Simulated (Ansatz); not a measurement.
# Fields on a plane of SrO (rock salt)

```
SrO
1.0
    0.00000     2.57997     2.57997
    2.57997     0.00000     2.57997
    2.57997     2.57997     0.00000
O Sr
1 1
Cartesian
  0.00000   0.00000   0.00000
  2.57997   2.57997   2.57997
```

The slice is a {110} plane (indices of the conventional cell) through the point (0.500, 0.500, 0.500) (fractional), spanned by u = [100] and v = [1 -1 -1] in vectors of this cell: u (3.65 Å) and v (5.16 Å, at 90° to u). It covers one period; positions are fractions (u, v).

Atoms on it: O at (0.00, 0.50); Sr at (0.00, 0.00).

Level of theory: r2SCAN (plane waves to 500 eV, PAW, scalar-relativistic; Ansatz, a quantum-chemistry and plane-wave program). k mesh 11×11×11. Near the nuclei the fields are pseudised (PAW); where an atom keeps semicore shells as valence, they peak there. SrO was relaxed with its symmetry unable to fall.

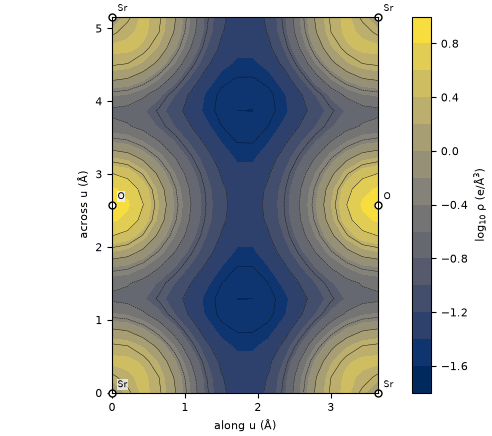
*Log₁₀ of the valence density in e/Å³, one period of the plane, atoms marked. The scale is logarithmic, as a density can span decades between atoms and voids.*

```
|xxxxxx999966110000000011669999xxxx|
|xxxx9999994400000000000044999999xx|
|9999999977220000000000002277999999|
|9999886633000000000000000033668899|
|4433221100000000000000000000112233|
|0000000000000000000000000000000000|
|3333222211110000000000001111222233|
|8888776655331100000000113355667788|
|9999998877552200000000225577889999|
|xxxx9999886622000000002266889999xx|
|xxxxxx998866330000000033668899xxxx|
|xxxxxx998866330000000033668899xxxx|
|xxxxxx998866330000000033668899xxxx|
|xxxx9999886622000000002266889999xx|
|9999998877552200000000225577889999|
|8888776655331100000000113355667788|
|3333222211110000000000001111222233|
|0000000000000000000000000000000000|
|4433221100000000000000000000112233|
|9999886633000000000000000033668899|
|9999999977220000000000002277999999|
|xxxx9999994400000000000044999999xx|
|xxxxxx999966110000000011669999xxxx|
|xxxxxx999966110000000011669999xxxx|
```
Scale: ten equal steps from 0.02 (start of '0') to 0.87 (end of '9'), in the order '0123456789'. Values: electron localisation function (ELF). The map has 17 points along u (two characters each, u = 0 at the left) and 24 along v (v = 0 in the bottom row). Points within 0.5 Å of a nucleus are blanked (x), as the pseudised field means little there.

The density on the O–Sr line (2.58 Å) at its density minimum, 1.2 Å from O comes out as 0.22 e/Å³ and the ELF at that point is 0.1. Character of the O–Sr contact (rough rule: ELF there above 0.7 covalent, below 0.2 ionic, polar between): closed-shell (ionic).
